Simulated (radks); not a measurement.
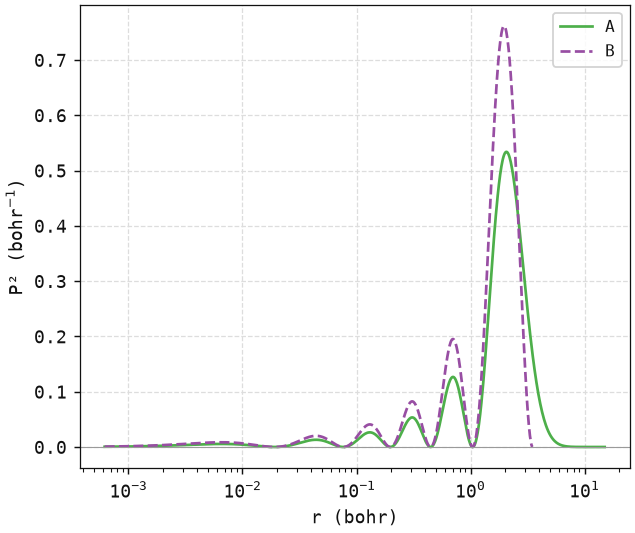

The neutral thallium atom in [Xe] 4f14 5d10 6s2 6p1 (high spin) was computed in two surroundings: the hard spherical wall at 15 bohr; the hard spherical wall at 3.5 bohr. Level of theory: scalar-relativistic Kohn-Sham, LDA (Slater exchange, VWN5 correlation), spin-polarised, spherical densities, point nucleus. Computed with the in-house radial solver radks.

The plot shows P² of the 6s down orbital in both runs (large components where relativistic).

Q: Assign A and B.

Answer: A is the hard spherical wall at 15 bohr (⟨r⟩ = 2.46 bohr, eigenvalue −9.58 eV); B is the hard spherical wall at 3.5 bohr (⟨r⟩ = 1.99 bohr, eigenvalue 1.54 eV). The tighter surroundings squeeze the orbital.
